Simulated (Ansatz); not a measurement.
# CH6AlNSSi: two geometries relaxed

Aim: relax the geometries before and after the inversion of the pyramid at N3, and see whether they are two minima and how far apart in energy. SMILES of the start: C[Si]1(N)[AlH][S]1.

Program: Ansatz 0.2.0. Level of theory: RKS PBE/def2-SVP. These are calculated values, not measurements.

### 1 Starting point

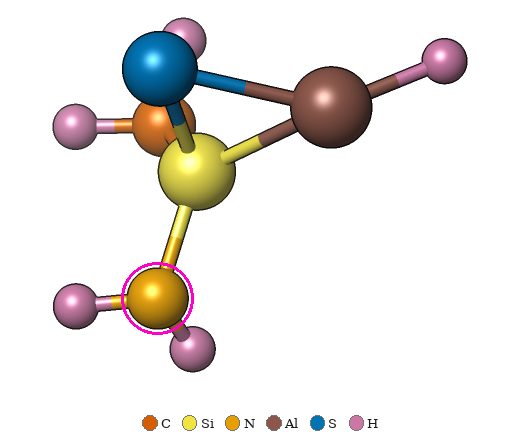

The starting structure, seen from a free direction (carbon orange, silicon yellow, nitrogen amber, aluminium brown, sulfur blue, hydrogen pink). Ringed: N3.

Coordinates:

```xyz
11

C    -1.0815    0.2361    1.0082
Si    0.2437    0.0743   -0.2468
N     1.8770    0.3028    0.3601
Al    0.0469   -1.1364   -2.2248
S    -0.0832    1.1515   -2.0606
H    -1.0525    1.2959    1.4707
H    -1.0183   -0.5046    1.7766
H    -2.0699    0.2074    0.4752
H     1.9324    1.2458    0.8955
H     2.0559   -0.4213    1.1363
H    -0.7851   -2.5086   -2.5698
```

### 2 Relaxing end A

input.yaml

```yaml
crystal:
  periodic: [false, false, false]
  atoms:
    - { symbol: C, position_ang: [-1.0815, 0.2361, 1.0082] }
    - { symbol: Si, position_ang: [0.2437, 0.0743, -0.2468] }
    - { symbol: "N", position_ang: [1.877, 0.3028, 0.3601] }
    - { symbol: Al, position_ang: [0.0469, -1.1364, -2.2248] }
    - { symbol: S, position_ang: [-0.0832, 1.1515, -2.0606] }
    - { symbol: H, position_ang: [-1.0525, 1.2959, 1.4707] }
    - { symbol: H, position_ang: [-1.0183, -0.5046, 1.7766] }
    - { symbol: H, position_ang: [-2.0699, 0.2074, 0.4752] }
    - { symbol: H, position_ang: [1.9324, 1.2458, 0.8955] }
    - { symbol: H, position_ang: [2.0559, -0.4213, 1.1363] }
    - { symbol: H, position_ang: [-0.7851, -2.5086, -2.5698] }
basis:
  gaussian: { orbitals: def2-SVP }
hamiltonian:
  xc: pbe
relax:
  f_tol: 0.015
  max_steps: 40
```

Launch:

```bash
ansatz run input.yaml --threads 2 --pin off --max-ram 3072MiB --backend cpu --events-out ev --progress --plain --runs-dir out
```

What it wrote, shortened:

```text
Warning: RAYON_NUM_THREADS=2 ignored (pool sized by the plan → 2); use --threads N
[...]
Functional definition: PBE
[...]
1272 factors; their error is unknown
[...]
mean field -27909.97458012 eV, -1025.6726477592 hartree, gradient 4.0e-5 eV, S^2 0.000000; 1 other end points of the search recorded, 0 dependent functions left out
[...]
reference -27909.97462190 eV, -1025.6726492944 hartree; 31, 31 occupied and 81, 81 virtual orbitals, 1272 factors
relax step   1: F+E_penalty+E_count = -27909.97458012 eV  Δ(F+E_penalty+E_count) = +0.000e0 eV  max|allowed force component| = 2.750e0 eV/Å  Δτ_max = 0.0000 Å  (43 SCF iters, accepted)
[...]
relax step   4: F+E_penalty+E_count = -27910.83872344 eV  Δ(F+E_penalty+E_count) = -7.710e-2 eV  max|allowed force component| = 4.107e-1 eV/Å  Δτ_max = 0.1942 Å  (28 SCF iters, accepted)
[...]
relax step   7: F+E_penalty+E_count = -27910.95631549 eV  Δ(F+E_penalty+E_count) = -4.029e-2 eV  max|allowed force component| = 3.568e-1 eV/Å  Δτ_max = 0.1996 Å  (29 SCF iters, accepted)
[...]
relax step  10: F+E_penalty+E_count = -27911.04057635 eV  Δ(F+E_penalty+E_count) = -9.651e-3 eV  max|allowed force component| = 7.157e-2 eV/Å  Δτ_max = 0.0464 Å  (30 SCF iters, accepted)
[...]
relax step  13: F+E_penalty+E_count = -27911.04123229 eV  Δ(F+E_penalty+E_count) = +2.749e-4 eV  max|allowed force component| = 2.083e-1 eV/Å  Δτ_max = 0.0167 Å  (31 SCF iters, rejected (line search))
[...]
relax step  14: F+E_penalty+E_count = -27911.04196736 eV  Δ(F+E_penalty+E_count) = -4.601e-4 eV  max|allowed force component| = 9.008e-3 eV/Å  Δτ_max = 0.0081 Å  (30 SCF iters, accepted)
1272 factors; their error is unknown
[...]
mean field -27911.04196736 eV, -1025.7118735168 hartree, gradient 2.3e-5 eV, S^2 0.000000; 1 other end points of the search recorded, 0 dependent functions left out
[...]
reference -27911.04201114 eV, -1025.7118751256 hartree; 31, 31 occupied and 81, 81 virtual orbitals, 1272 factors
Total energy: -27911.04201114 eV, -1025.7118751256 hartree
Atom 0 at    -1.180584     0.443031     1.122420 Å, force     0.006301    -0.003568    -0.009008 eV/Å
Atom 1 at     0.153571    -0.129329    -0.084954 Å, force    -0.006385    -0.001173     0.005334 eV/Å
Atom 2 at     1.681664     0.105370     0.713272 Å, force    -0.002097    -0.003688     0.002022 eV/Å
Atom 3 at    -0.147254    -1.342278    -2.066408 Å, force     0.001220     0.003391    -0.002165 eV/Å
Atom 4 at    -0.174288     0.853936    -2.114558 Å, force    -0.002072     0.000721    -0.000157 eV/Å
Atom 5 at    -1.027350     1.511891     1.383443 Å, force     0.003972     0.001013     0.000117 eV/Å
Atom 6 at    -1.143839    -0.153538     2.056180 Å, force    -0.001594    -0.001992     0.003958 eV/Å
Atom 7 at    -2.186507     0.344530     0.671453 Å, force    -0.002065     0.001452     0.001076 eV/Å
Atom 8 at     1.825667     0.947495     1.279769 Å, force    -0.002169     0.006212    -0.004085 eV/Å
Atom 9 at     2.547556    -0.161294     0.239248 Å, force     0.003688    -0.002606     0.001124 eV/Å
Atom 10 at    -0.283238    -2.476914    -3.179265 Å, force     0.001200     0.000239     0.001783 eV/Å
Dipole moment:     0.187505    -0.122071     0.339623 e Å
```

Run time: 38 s. Hardware: 2 threads of Intel Xeon Platinum 8259CL at 2.50GHz (Skylake/Cascade Lake), shared host; peak memory 0.2 GiB.

The steps of the relaxation:

| step | energy from step 1 (eV) | largest force component (eV/Å) |
| --- | --- | --- |
| 1 | 0.0000 | 2.7498 |
| 2 | -0.5574 | 1.0474 |
| 3 | -0.7870 | 0.3128 |
| 4 | -0.8641 | 0.4107 |
| 5 | -0.9108 | 0.3169 |
| 6 | -0.9414 | 0.5398 |
| 7 | -0.9817 | 0.3568 |
| 8 | -1.0197 | 0.4327 |
| 9 | -1.0563 | 0.1618 |
| 10 | -1.0660 | 0.0716 |
| 11 | -1.0669 | 0.0795 |
| 12 | -1.0669 | 0.0777 |
| 13x | -1.0667 | 0.2083 |
| 14 | -1.0674 | 0.0090 |

Step 1 is the start. 1 step was tried and not accepted (marked x).

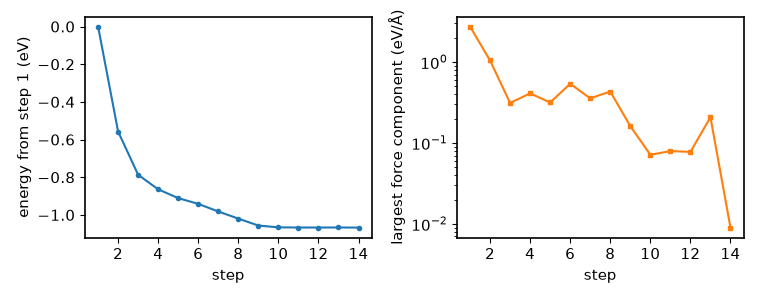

How energy and force went from step to step.

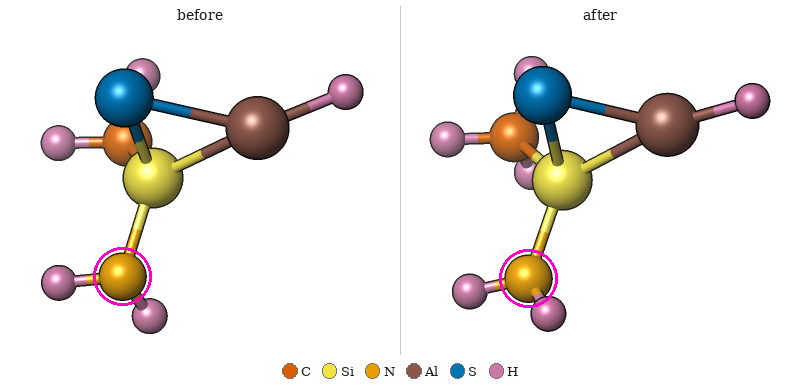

The structure before (left) and after (right), drawn at the same scale.

After: Bond lengths: C1–Si2 1.888 Å, Si2–N3 1.740 Å, Si2–Al4 2.343 Å, Si2–S5 2.279 Å, Al4–S5 2.197 Å, C1–H6 1.111 Å, C1–H7 1.109 Å, C1–H8 1.107 Å, N3–H9 1.025 Å, N3–H10 1.023 Å, Al4–H11 1.595 Å. Angles (14 of 19 angles, heavy atoms first): C1–Si2–N3 106.6°, C1–Si2–Al4 127.4°, C1–Si2–S5 109.7°, N3–Si2–Al4 124.8°, N3–Si2–S5 118.5°, Al4–Si2–S5 56.7°, Si2–Al4–S5 60.2°, Si2–S5–Al4 63.1°, Si2–C1–H6 110.1°, Si2–C1–H7 110.6°, Si2–C1–H8 110.8°, Si2–N3–H9 119.2°, Si2–N3–H10 119.7°, Si2–Al4–H11 165.8°.

### 3 End point B

The second end starts from a geometry with the move made by hand.

input.yaml: that of step 2 with these lines changed.

```diff
@@ -11,4 +11,4 @@
     - { symbol: H, position_ang: [-2.0699, 0.2074, 0.4752] }
-    - { symbol: H, position_ang: [1.9324, 1.2458, 0.8955] }
-    - { symbol: H, position_ang: [2.0559, -0.4213, 1.1363] }
+    - { symbol: H, position_ang: [2.35012, 1.11714, -0.18024] }
+    - { symbol: H, position_ang: [2.46926, -0.54862, 0.07178] }
     - { symbol: H, position_ang: [-0.7851, -2.5086, -2.5698] }
```

Launch:

```bash
ansatz run input.yaml --threads 2 --pin off --max-ram 3072MiB --backend cpu --events-out ev --progress --plain --runs-dir out
```

What it wrote, shortened:

```text
Warning: RAYON_NUM_THREADS=2 ignored (pool sized by the plan → 2); use --threads N
[...]
[... 1 set-up line as earlier in the session ...]
[...]
1272 factors; their error is unknown
[...]
mean field -27909.92302841 eV, -1025.6707532688 hartree, gradient 3.4e-5 eV, S^2 0.000000; 1 other end points of the search recorded, 0 dependent functions left out
[...]
reference -27909.92307064 eV, -1025.6707548208 hartree; 31, 31 occupied and 81, 81 virtual orbitals, 1272 factors
relax step   1: F+E_penalty+E_count = -27909.92302841 eV  Δ(F+E_penalty+E_count) = +0.000e0 eV  max|allowed force component| = 2.777e0 eV/Å  Δτ_max = 0.0000 Å  (43 SCF iters, accepted)
[...]
relax step   4: F+E_penalty+E_count = -27910.89095736 eV  Δ(F+E_penalty+E_count) = -9.381e-2 eV  max|allowed force component| = 3.595e-1 eV/Å  Δτ_max = 0.1944 Å  (27 SCF iters, accepted)
[...]
Atom 1 at     0.219404    -0.153858    -0.292336 Å, force    -0.006648    -0.008867    -0.004288 eV/Å
Atom 2 at     1.825141     0.112003     0.322768 Å, force     0.014119     0.005451    -0.001827 eV/Å
Atom 3 at    -0.289198    -1.402406    -2.207385 Å, force    -0.001012    -0.004703    -0.003785 eV/Å
Atom 4 at    -0.353335     0.791336    -2.286350 Å, force     0.000729     0.002583    -0.004371 eV/Å
Atom 5 at    -0.782315     1.492422     1.294984 Å, force    -0.001832     0.004496     0.001100 eV/Å
Atom 6 at    -0.845426    -0.173186     1.973066 Å, force    -0.001098     0.001447     0.000546 eV/Å
Atom 7 at    -2.022905     0.339251     0.705810 Å, force     0.000350     0.001627     0.004862 eV/Å
Atom 8 at     2.021686     0.977651     0.835940 Å, force     0.002404    -0.000219     0.002283 eV/Å
Atom 9 at     2.634250    -0.161474    -0.239982 Å, force    -0.003606    -0.001004     0.002476 eV/Å
Atom 10 at    -0.536542    -2.561062    -3.275378 Å, force     0.001452     0.002730     0.000856 eV/Å
Dipole moment:     0.226943    -0.114387     0.311788 e Å
```

Wall time 32 s (2 threads of Intel Xeon Platinum 8259CL at 2.50GHz (Skylake/Cascade Lake), shared host); peak memory 0.2 GiB.

Relaxation path:

```csv
step,energy from step 1 (eV),largest force component (eV/Å)
1,0.0000,2.7771
2,-0.6145,1.0659
3,-0.8741,0.2994
4,-0.9679,0.3595
5,-1.0178,0.2732
6,-1.0624,0.2457
7,-1.0897,0.3224
8,-1.1112,0.1807
9,-1.1173,0.0961
10x,-1.1171,0.1104
11,-1.1189,0.0181
12,-1.1190,0.0141
```

Step 1 is the start. 1 step was tried and not accepted (marked x).

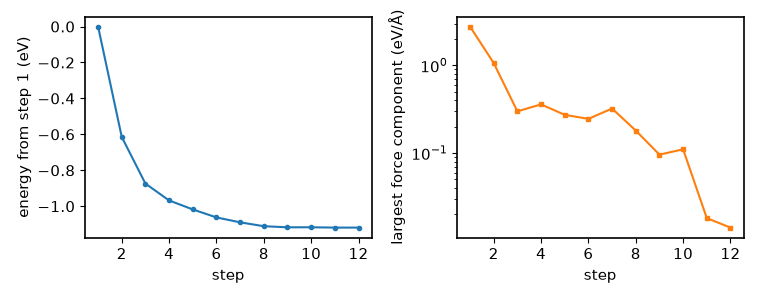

Energy and largest force along the relaxation.

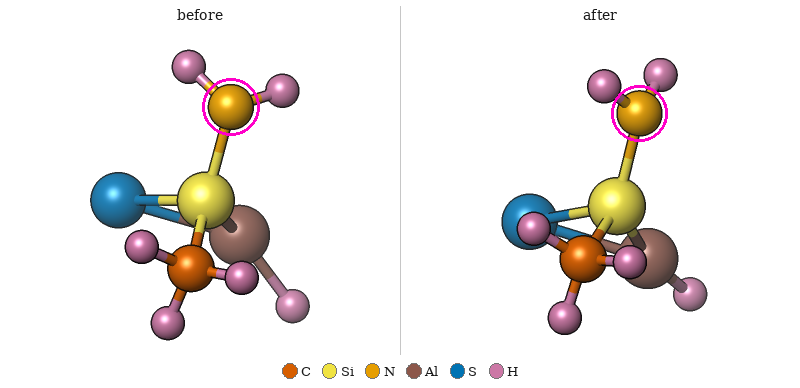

The structure before (left) and after (right), drawn at the same scale.

After: Bond lengths: C1–Si2 1.887 Å, Si2–N3 1.740 Å, Si2–Al4 2.342 Å, Si2–S5 2.280 Å, Al4–S5 2.196 Å, C1–H6 1.111 Å, C1–H7 1.109 Å, C1–H8 1.107 Å, N3–H9 1.025 Å, N3–H10 1.023 Å, Al4–H11 1.595 Å. Angles (14 of 19 angles, heavy atoms first): C1–Si2–N3 106.6°, C1–Si2–Al4 127.4°, C1–Si2–S5 109.6°, N3–Si2–Al4 124.8°, N3–Si2–S5 118.5°, Al4–Si2–S5 56.7°, Si2–Al4–S5 60.2°, Si2–S5–Al4 63.1°, Si2–C1–H6 110.1°, Si2–C1–H7 110.6°, Si2–C1–H8 110.8°, Si2–N3–H9 118.9°, Si2–N3–H10 119.6°, Si2–Al4–H11 165.6°.

### 4 Results

| quantity | value |
| --- | --- |
| end A | 12 moves, 1.067 eV lower |
| end B | 10 moves, 1.119 eV lower |
| largest difference between the ends | 0.03 Å |
| end B relative to end A | -0.000 eV |

In words: The two relaxations end at one structure, within 0.03 Å: no second minimum was found from this start, which doesn't rule one out.
